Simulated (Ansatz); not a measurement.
## Nudged elastic band, with input and output: CH$_{5}$B

System: CH$_{5}$B.
Method: RKS PBE0-D4/def2-SVP (Ansatz 0.2.0).

It belongs to a series of runs on one base structure; here: band between the two ends.

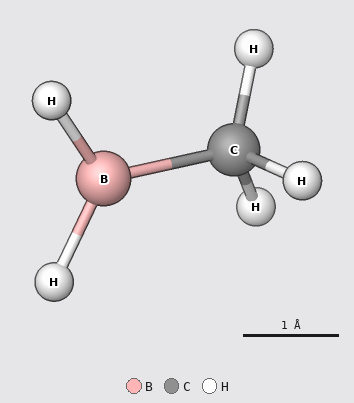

*The input geometry (ball-and-stick view, seen at a tilt).*

Bond lengths as drawn: B–C 1.55 Å, B–H 1.21 Å and C–H 1.10 to 1.11 Å.

**Key numbers**

```tsv
quantity	value
outcome	converged
barrier, forward	4.240 eV
barrier, backward	0.247 eV
hardware	1 thread of Arm Neoverse V1, 24 GiB of memory available, shared host
wall time	94 s
peak memory	0.096 GiB
```

**Remarks**

The order of the saddle point was not checked.

**Input**
```yaml
crystal:
  periodic: [false, false, false]
  atoms:
    - { symbol: B, position_ang: [0.445215, -0.01422, 0.045857] }
    - { symbol: C, position_ang: [0.807971, -0.074128, 1.55468] }
    - { symbol: H, position_ang: [-0.009141, -0.380779, 2.223565] }
    - { symbol: H, position_ang: [1.732573, -0.618387, 1.795446] }
    - { symbol: H, position_ang: [1.012481, 0.99277, 1.795278] }
    - { symbol: H, position_ang: [1.304057, -0.090106, -0.805629] }
    - { symbol: H, position_ang: [-0.694659, 0.184849, -0.313897] }
basis:
  gaussian: { orbitals: def2-SVP }
hamiltonian:
  xc: pbe0
  dispersion: d4
neb:
  order_check: false
  images: 5
  f_tol: 0.05
  max_iterations: 60
  final_atoms:
    - { symbol: B, position_ang: [-0.03343559, 0.00089086, -1.10364414] }
    - { symbol: C, position_ang: [1.10087896, -0.10240403, 1.56689069] }
    - { symbol: H, position_ang: [0.2251632, -0.62015097, 1.97843113] }
    - { symbol: H, position_ang: [2.0162346, -0.46979945, 2.04951049] }
    - { symbol: H, position_ang: [1.00361818, 0.97978384, 1.72091925] }
    - { symbol: H, position_ang: [1.20056863, -0.32464833, 0.48042008] }
    - { symbol: H, position_ang: [-0.91453099, 0.53632708, -0.39722749] }
  initial_path:
    images:
      - { positions_ang: [[0.445215, -0.01422, 0.045857], [0.807971, -0.074128, 1.55468], [-0.009141, -0.380779, 2.223565], [1.732573, -0.618387, 1.795446], [1.012481, 0.99277, 1.795278], [1.304057, -0.090106, -0.805629], [-0.694659, 0.184849, -0.313897]] }
      - { positions_ang: [[0.29822936, -0.00532156, 0.02956832], [0.89107031, -0.05198065, 1.5220352], [0.01180397, -0.35806416, 2.08902721], [1.76100787, -0.65477368, 1.80520968], [1.10665499, 0.99774502, 1.80918396], [1.33397044, -0.05921374, -0.54953717], [-0.80423995, 0.13160778, -0.4101872]] }
      - { positions_ang: [[0.15124371, 0.00357687, 0.01327964], [0.97416963, -0.0298333, 1.48939041], [0.03274894, -0.33534932, 1.95448942], [1.78944274, -0.69116036, 1.81497335], [1.20082898, 1.00272004, 1.82308992], [1.36388389, -0.02832149, -0.29344534], [-0.9138209, 0.07836655, -0.5064774]] }
      - { positions_ang: [[0.00425807, 0.01247531, -0.00300904], [1.05726894, -0.00768595, 1.45674561], [0.05369392, -0.31263448, 1.81995163], [1.81787762, -0.72754704, 1.82473703], [1.29500298, 1.00769507, 1.83699587], [1.39379733, 0.00257077, -0.03735351], [-1.02340185, 0.02512533, -0.6027676]] }
      - { positions_ang: [[-0.00830648, 0.00861383, -0.36988741], [1.07180561, -0.03925864, 1.49346064], [0.11085035, -0.41513998, 1.87277813], [1.88399661, -0.64163117, 1.89966151], [1.19787471, 0.99839132, 1.79830367], [1.32938776, -0.10650227, 0.13523769], [-0.98711156, 0.19552591, -0.53425423]] }
      - { positions_ang: [[-0.02087104, 0.00475235, -0.73676578], [1.08634229, -0.07083134, 1.53017567], [0.16800677, -0.51764547, 1.92560463], [1.95011561, -0.55571531, 1.974586], [1.10074644, 0.98908758, 1.75961146], [1.2649782, -0.2155753, 0.30782888], [-0.95082127, 0.3659265, -0.46574086]] }
      - { positions_ang: [[-0.03343559, 0.00089086, -1.10364414], [1.10087896, -0.10240403, 1.56689069], [0.2251632, -0.62015097, 1.97843113], [2.0162346, -0.46979945, 2.04951049], [1.00361818, 0.97978384, 1.72091925], [1.20056863, -0.32464833, 0.48042008], [-0.91453099, 0.53632708, -0.39722749]] }
```

Launch command:
```bash
ansatz run input.yaml --threads 1 --pin off --max-ram 2048MiB --backend cpu --events-out ev --progress --plain --runs-dir out
```

**Output**
```
Engine: ansatz 0.2.0, aarch64-unknown-linux-gnu
Functional definition: PBE0
  parameter a = 0.25
  parameter kappa = 0.804
  parameter beta = 0.06672455060314922
  exchange = (1 - a)*pbe_x(kappa = kappa, mu = beta*pi^2/3) + a*exact_x
  correlation = pbe_c(beta = beta)
601 factors; integrals over basis functions are off by at most 4.3e-4 eV
mean field evaluation 1: about -1786.7764 eV, gradient 3.8e1 eV
mean field evaluation 2: about -1786.3782 eV, gradient 3.9e1 eV
mean field evaluation 4: about -1790.3787 eV, gradient 4.8e-1 eV
mean field evaluation 8: about -1790.3790 eV, gradient 1.4e-3 eV
mean field -1790.37904819 eV, -65.7952164584 hartree, gradient 5.6e-5 eV, S^2 0.000000; 0 other end points of the search recorded, 0 dependent functions left out
the calculation of the forces begins
reference -1790.37907086 eV, -65.7952172916 hartree; 8, 8 occupied and 45, 45 virtual orbitals, 601 factors
601 factors; integrals over basis functions are off by at most 1.2e-3 eV
mean field evaluation 16: about -1786.3842 eV, gradient 4.6e-1 eV
mean field -1786.38188819 eV, -65.6483235379 hartree, gradient 3.9e-5 eV, S^2 0.000000; 0 other end points of the search recorded, 0 dependent functions left out
[... from here on the field's lines of each further geometry are left out, up to the last ...]
NEB iter   1: max|band force component| = 1.129e1 eV/Å  barrier→ = 6.0932 eV  barrier← = 2.1007 eV  Δτ_max = 0.2000 Å  (159 SCF iters)
NEB iter   2: max|band force component| = 3.696e0 eV/Å  barrier→ = 4.5340 eV  barrier← = 0.5415 eV  Δτ_max = 0.2000 Å  (129 SCF iters)
NEB iter   3: max|band force component| = 2.110e0 eV/Å  barrier→ = 4.6234 eV  barrier← = 0.6310 eV  Δτ_max = 0.2000 Å  (126 SCF iters)
NEB iter   4: max|band force component| = 1.789e0 eV/Å  barrier→ = 4.3247 eV  barrier← = 0.3323 eV  Δτ_max = 0.2000 Å  (127 SCF iters)
NEB iter   5: max|band force component| = 2.818e0 eV/Å  barrier→ = 4.4245 eV  barrier← = 0.4320 eV  Δτ_max = 0.0972 Å  (131 SCF iters)
NEB iter   6: max|band force component| = 8.312e-1 eV/Å  barrier→ = 4.3433 eV  barrier← = 0.3509 eV  Δτ_max = 0.0998 Å  (126 SCF iters)
NEB iter   7: max|band force component| = 1.048e0 eV/Å  barrier→ = 4.3178 eV  barrier← = 0.3253 eV  Δτ_max = 0.1004 Å  (125 SCF iters)
NEB iter   8: max|band force component| = 1.010e0 eV/Å  barrier→ = 4.2429 eV  barrier← = 0.2504 eV  Δτ_max = 0.1000 Å  (124 SCF iters)
NEB iter   9: max|band force component| = 3.458e-1 eV/Å  barrier→ = 4.2205 eV  barrier← = 0.2281 eV  CI = image 3  Δτ_max = 0.1366 Å  (121 SCF iters)
NEB iter  10: max|band force component| = 6.604e-1 eV/Å  barrier→ = 4.2452 eV  barrier← = 0.2527 eV  CI = image 3  Δτ_max = 0.0683 Å  (119 SCF iters)
NEB iter  11: max|band force component| = 2.511e-1 eV/Å  barrier→ = 4.2412 eV  barrier← = 0.2487 eV  CI = image 3  Δτ_max = 0.1379 Å  (117 SCF iters)
NEB iter  12: max|band force component| = 1.175e-1 eV/Å  barrier→ = 4.2399 eV  barrier← = 0.2475 eV  CI = image 3  Δτ_max = 0.1369 Å  (115 SCF iters)
NEB iter  13: max|band force component| = 1.479e-1 eV/Å  barrier→ = 4.2398 eV  barrier← = 0.2474 eV  CI = image 3  Δτ_max = 0.0683 Å  (117 SCF iters)
NEB iter  14: max|band force component| = 1.088e-1 eV/Å  barrier→ = 4.2398 eV  barrier← = 0.2473 eV  CI = image 3  Δτ_max = 0.0678 Å  (112 SCF iters)
NEB iter  15: max|band force component| = 1.031e-1 eV/Å  barrier→ = 4.2398 eV  barrier← = 0.2473 eV  CI = image 3  Δτ_max = 0.0678 Å  (112 SCF iters)
NEB iter  16: max|band force component| = 1.083e-1 eV/Å  barrier→ = 4.2398 eV  barrier← = 0.2473 eV  CI = image 3  Δτ_max = 0.0340 Å  (109 SCF iters)
the calculation of the forces begins
reference -1786.36322986 eV, -65.6476378570 hartree; 8, 8 occupied and 45, 45 virtual orbitals, 601 factors
601 factors; integrals over basis functions are off by at most 9.1e-4 eV
mean field evaluation 672: about -1786.1339 eV, gradient 1.7e-1 eV
mean field -1786.13400590 eV, -65.6392140316 hartree, gradient 3.3e-5 eV, S^2 0.000000; 1 other end points of the search recorded, 0 dependent functions left out
the calculation of the forces begins
reference -1786.13402858 eV, -65.6392148652 hartree; 8, 8 occupied and 45, 45 virtual orbitals, 601 factors
NEB iter  17: max|band force component| = 4.447e-2 eV/Å  barrier→ = 4.2398 eV  barrier← = 0.2473 eV  CI = image 3  Δτ_max = 0.0000 Å  (209 SCF iters)
```

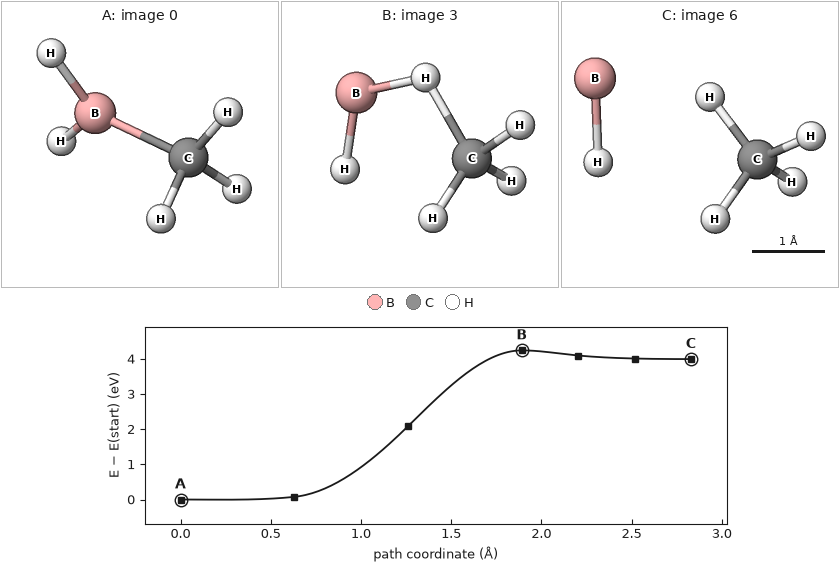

*Images of the last band (counted from 0; ball-and-stick, seen at a tilt) above the energy along the path; the line is a cubic interpolation that uses the forces.*

The highest image is number 3, 4.240 eV above the start and 0.247 eV above the end (the climbing image); the end lies 3.992 eV above the start. The path is 2.83 Å long. The band converged in 17 iterations.

```
Total energy: -1786.18940998 eV, -65.6412500942 hartree
Atom 0 at     0.227906    -0.057982    -0.537868 Å, force     0.000632    -0.000046     0.000214 eV/Å
Atom 1 at     0.947320    -0.041115     1.425006 Å, force    -0.000812    -0.001379     0.000254 eV/Å
Atom 2 at     0.122791    -0.587253     1.899199 Å, force     0.000059     0.000350     0.000451 eV/Å
Atom 3 at     1.916857    -0.432681     1.767894 Å, force     0.000049     0.000383    -0.000106 eV/Å
Atom 4 at     0.881982     1.038291     1.608126 Å, force     0.000195     0.000181    -0.000276 eV/Å
Atom 5 at     1.256075    -0.404044     0.207971 Å, force    -0.000031     0.000439    -0.000641 eV/Å
Atom 6 at    -0.754435     0.484783    -0.075028 Å, force    -0.000090     0.000071     0.000104 eV/Å
Dipole moment:     0.032964     0.091761     0.595204 e Å
this run last wrote the band of iteration 17 to [file]
```

**The last band as extended XYZ (Å, eV, eV/Å)**
```
7
Properties=species:S:1:pos:R:3:forces:R:3 image=0 energy=-1790.42917
B     0.4452   -0.0142    0.0459    0.0002  -0.0001   0.0015
C     0.8080   -0.0741    1.5547    0.0004   0.0023  -0.0010
H    -0.0091   -0.3808    2.2236    0.0006  -0.0001  -0.0008
H     1.7326   -0.6184    1.7954   -0.0008   0.0001   0.0001
H     1.0125    0.9928    1.7953    0.0002  -0.0016   0.0009
H     1.3041   -0.0901   -0.8056    0.0001  -0.0003  -0.0002
H    -0.6947    0.1848   -0.3139   -0.0006  -0.0004  -0.0005
7
Properties=species:S:1:pos:R:3:forces:R:3 image=1 energy=-1790.35400
B     0.4310   -0.0102    0.0407    0.1559  -0.0551   0.2427
C     0.8464   -0.0017    1.5282   -0.0324   0.0340   0.1403
H     0.0831   -0.5624    2.0945   -0.0285   0.0806   0.2030
H     1.8407   -0.4209    1.7323   -0.0358   0.0275   0.0682
H     0.8009    1.0410    1.8859   -0.0572   0.0158   0.2165
H     1.2490   -0.4771   -0.7011   -0.1647  -0.0123  -0.6895
H    -0.6526    0.4313   -0.2853    0.1628  -0.0906  -0.1812
7
Properties=species:S:1:pos:R:3:forces:R:3 image=2 energy=-1788.34271
B     0.3248   -0.0099   -0.1309    0.8749   0.1768   3.6824
C     0.8612   -0.0097    1.4285   -0.7859   0.3565   0.0424
H     0.1043   -0.5981    1.9603   -0.2626   0.2049   0.6855
H     1.8671   -0.4167    1.6963   -0.5187   0.1487  -0.5427
H     0.8376    1.0497    1.7092   -0.2508   0.2325   0.6820
H     1.3710   -0.4859   -0.1957    0.9832  -0.9844  -3.5538
H    -0.7675    0.4705   -0.1724   -0.0401  -0.1350  -0.9958
7
Properties=species:S:1:pos:R:3:forces:R:3 image=3 energy=-1786.18939
B     0.2279   -0.0580   -0.5379    0.0006   0.0000   0.0002
C     0.9473   -0.0411    1.4250   -0.0008  -0.0014   0.0003
H     0.1228   -0.5873    1.8992    0.0001   0.0003   0.0005
H     1.9169   -0.4327    1.7679    0.0000   0.0004  -0.0001
H     0.8820    1.0383    1.6081    0.0002   0.0002  -0.0003
H     1.2561   -0.4040    0.2080    0.0000   0.0004  -0.0006
H    -0.7544    0.4848   -0.0750   -0.0001   0.0001   0.0001
7
Properties=species:S:1:pos:R:3:forces:R:3 image=4 energy=-1786.33631
B     0.1425   -0.0649   -0.7460   -0.1497   0.0117  -0.3180
C     1.0111   -0.0648    1.4562    0.0947  -0.0319   0.0385
H     0.1447   -0.5823    1.8860    0.0514  -0.0243  -0.0223
H     1.9483   -0.4344    1.8875    0.0790  -0.0058   0.1621
H     0.9158    1.0209    1.5826    0.0505  -0.0433  -0.0236
H     1.2025   -0.3675    0.3472   -0.0871   0.0815   0.1983
H    -0.7665    0.4929   -0.1182   -0.0388   0.0120  -0.0350
7
Properties=species:S:1:pos:R:3:forces:R:3 image=5 energy=-1786.42075
B     0.0633   -0.0059   -0.9495   -0.0463   0.0079  -0.0676
C     1.0565   -0.0919    1.5113    0.0666   0.0141   0.0028
H     0.1772   -0.6131    1.9086    0.0184  -0.0107   0.0209
H     1.9740   -0.4472    1.9982    0.0012  -0.0119   0.0476
H     0.9494    0.9922    1.6428    0.0034  -0.0133   0.0169
H     1.2034   -0.3385    0.4225   -0.0143   0.0049   0.0292
H    -0.8252    0.5042   -0.2385   -0.0290   0.0089  -0.0497
7
Properties=species:S:1:pos:R:3:forces:R:3 image=6 energy=-1786.43671
B    -0.0334    0.0009   -1.1036    0.0008  -0.0004  -0.0012
C     1.1009   -0.1024    1.5669    0.0026   0.0029  -0.0007
H     0.2252   -0.6202    1.9784   -0.0002  -0.0013   0.0015
H     2.0162   -0.4698    2.0495   -0.0014  -0.0005   0.0010
H     1.0036    0.9798    1.7209   -0.0010   0.0023   0.0027
H     1.2006   -0.3246    0.4804   -0.0001  -0.0037  -0.0042
H    -0.9145    0.5363   -0.3972   -0.0007   0.0007   0.0009
```
